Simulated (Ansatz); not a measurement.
# Calculations on CH₄O₂Si

### Relaxation

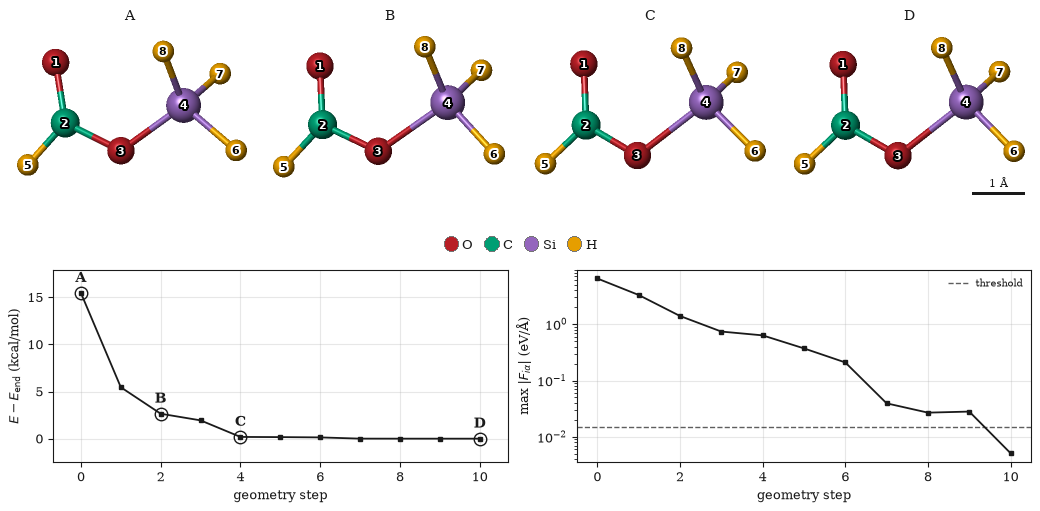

Frames of a relaxation of CH4O2Si, marked on the history of the run. A ball-and-stick model, seen at a tilt.

The run prepares an end point of a later path (torsion) calculation, from a guessed geometry.

Theory: RKS PBE/def2-SVP in Ansatz 0.2.0.

Input file:
```yaml
crystal:
  periodic: [false, false, false]
  atoms:
    - { symbol: O, position_ang: [1.5031, -0.2613, 1.3767] }
    - { symbol: C, position_ang: [1.4483, 0.3055, 0.2621] }
    - { symbol: O, position_ang: [0.3877, 0.4097, -0.6144] }
    - { symbol: Si, position_ang: [-1.0074, -0.1925, -0.2752] }
    - { symbol: H, position_ang: [2.339, 0.7822, -0.2016] }
    - { symbol: H, position_ang: [-1.9701, 0.0947, -1.4279] }
    - { symbol: H, position_ang: [-0.9871, -1.6725, -0.0915] }
    - { symbol: H, position_ang: [-1.6213, 0.4771, 0.9161] }
basis:
  gaussian: { orbitals: def2-SVP }
hamiltonian:
  xc: pbe
relax:
  f_tol: 0.015
  max_steps: 40
output:
  orbitals: {}
```

Launched with:
```bash
ansatz run input.yaml --threads 1 --pin off --max-ram 2048MiB --backend cpu --events-out ev --progress --plain --runs-dir out
```

> What happens along the run?

The largest move after the best rigid fit is that of O1, 0.19 Å. By element the largest moves are O 0.19 Å, Si 0.09 Å, H 0.08 Å, C 0.05 Å. Near-neighbour distances that change, for instance: O3–Si4 1.557 → 1.745 Å, O1–C2 1.252 → 1.213 Å, C2–O3 1.380 → 1.345 Å, Si4–H6 1.529 → 1.496 Å. Bond angles that change, for instance: O3–Si4–H6 109.1° → 102.2°, H6–Si4–H8 104.9° → 110.8°, C2–O3–Si4 121.4° → 116.3°. After 10 geometry steps the energy has fallen by 15.4 kcal/mol. Largest force component: 6.5 eV/Å at the start, 0.0051 eV/Å at the end. Cost: 27 s on 1 thread of Arm Neoverse V1, with other jobs on the host, peak memory 0.13 GiB. From step 0 to 2: O and H atoms move most (0.12 Å), energy −12.8 kcal/mol. From step 2 to 4: O1 moves most (0.11 Å), energy −2.46 kcal/mol. From step 4 to 10: H7 moves most (0.05 Å), energy −0.18 kcal/mol.

```json
{"step": "0", "E − E(0), kcal/mol": "0.00", "largest force component, eV/Å": "6.4504"}
{"step": "1", "E − E(0), kcal/mol": "-9.99", "largest force component, eV/Å": "3.2902"}
{"step": "2", "E − E(0), kcal/mol": "-12.80", "largest force component, eV/Å": "1.3951"}
{"step": "3", "E − E(0), kcal/mol": "-13.50", "largest force component, eV/Å": "0.7381"}
{"step": "4", "E − E(0), kcal/mol": "-15.26", "largest force component, eV/Å": "0.6320"}
{"step": "5", "E − E(0), kcal/mol": "-15.28", "largest force component, eV/Å": "0.3713"}
{"step": "6", "E − E(0), kcal/mol": "-15.31", "largest force component, eV/Å": "0.2091"}
{"step": "7", "E − E(0), kcal/mol": "-15.44", "largest force component, eV/Å": "0.0394"}
{"step": "8", "E − E(0), kcal/mol": "-15.44", "largest force component, eV/Å": "0.0269"}
{"step": "9", "E − E(0), kcal/mol": "-15.44", "largest force component, eV/Å": "0.0281"}
{"step": "10", "E − E(0), kcal/mol": "-15.44", "largest force component, eV/Å": "0.0051"}
```

### Relaxation

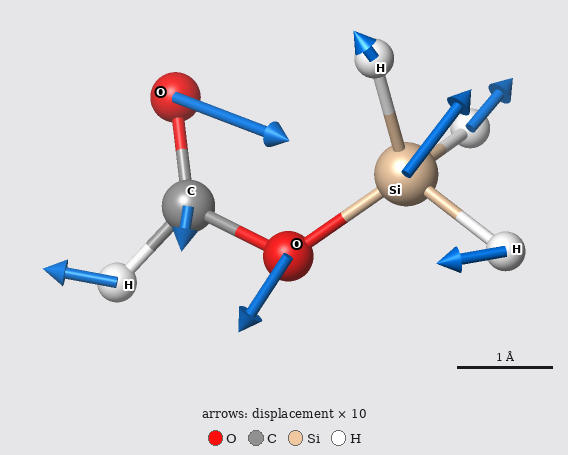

This is a relaxation of CH4O2Si. The starting structure is drawn; blue arrows show the displacements, magnified 10 times. The two geometries are superimposed by the best rigid fit.

A ball-and-stick model, seen at a tilt.

The run prepares an end point of a later path (torsion) calculation, from a guessed geometry.

All numbers below come from Ansatz 0.2.0, RKS PBE/def2-SVP. Set-up: no spin polarisation; force threshold 0.015 eV/Å; at most 40 steps.

**What did the optimiser do to the structure, and how much energy did it gain?**

Over 7 geometry steps the energy falls by 66.8 kJ/mol. The largest force component goes from 5.7 to 0.015 eV/Å. An O atom moves most after the best rigid fit: 0.16 Å. By element the largest moves are O 0.16 Å, Si 0.12 Å, H 0.08 Å, C 0.05 Å. Some distances before and after: O–Si 1.557 → 1.745 Å, C–O 1.252 → 1.214 Å, C–O 1.380 → 1.345 Å, H–Si 1.529 → 1.497 Å. Bond angles that change, for instance: O–Si–H 111.6° → 102.2°, H–Si–H 104.9° → 110.8°, H–Si–H 106.7° → 112.0°.

### Path

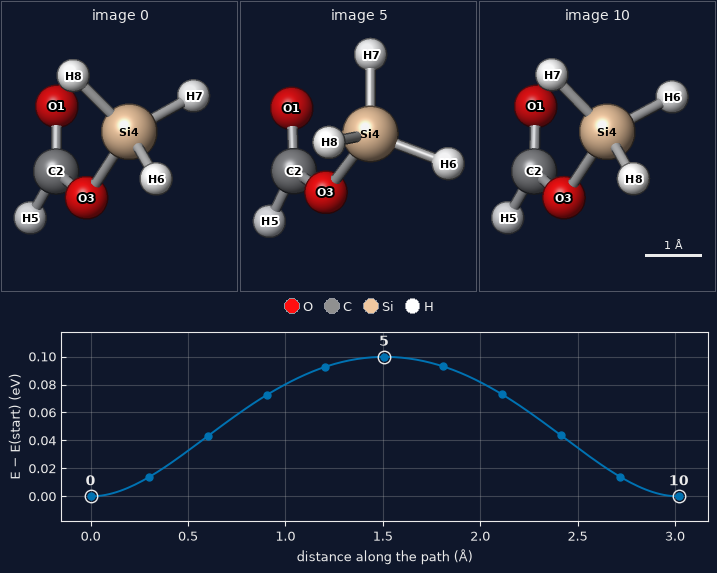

A search for the minimum-energy path of CH4O2Si by the nudged elastic band. Images are numbered from 0 (start) to 10 (end). Style: ball-and-stick. Shown from a free direction.

Level of theory: RKS PBE/def2-SVP (Ansatz 0.2.0). Settings: 9 movable images; climbing image; force threshold 0.05 eV/Å; iteration limit 60; starting path through a guess of the saddle point.

**Describe the mechanism and the energy profile.**

The motion is a rotation about the O3–Si4 bond by about 120°. No bond forms or breaks between the ends. Among the angles between lasting bonds that change up to the highest image: C2–O3–Si4 116.3° → 125.9°, O3–Si4–H8 110.3° → 105.9°. The barrier is about 0.100 eV in both directions, with image 5 at the top; the ends have the same energy. The band is converged. At the top, the vibrational analysis gives one imaginary mode (124i cm⁻¹), as a transition state must have.

The run took 2.7 min on 1 thread of Arm Neoverse V1 (shared host), peak memory 0.14 GiB.
